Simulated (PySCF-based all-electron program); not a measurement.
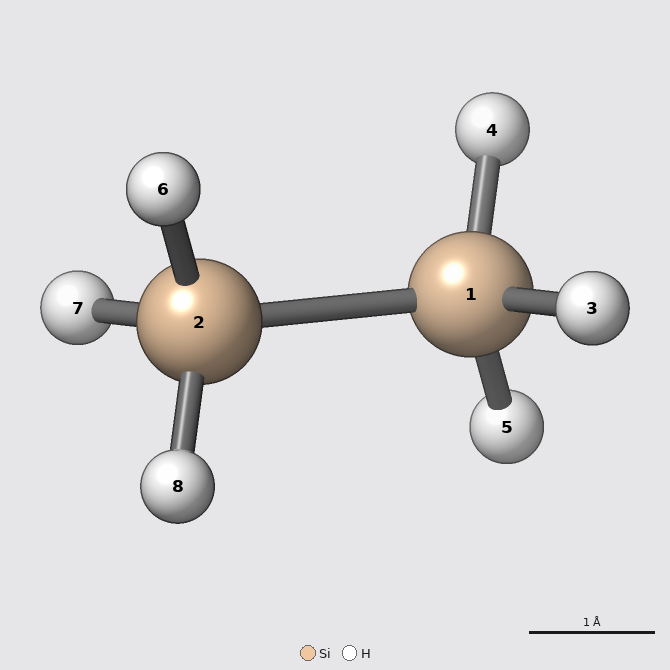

Source: calculation with PySCF-based all-electron program.

Geometry: a fixed input geometry, not necessarily a minimum.

Give the bond lengths.

```tsv
bond	length (Å)	order
Si1–Si2	2.335	single
Si1–H3	1.486	single
Si1–H4	1.486	single
Si1–H5	1.486	single
Si2–H6	1.486	single
Si2–H7	1.486	single
Si2–H8	1.486	single
```
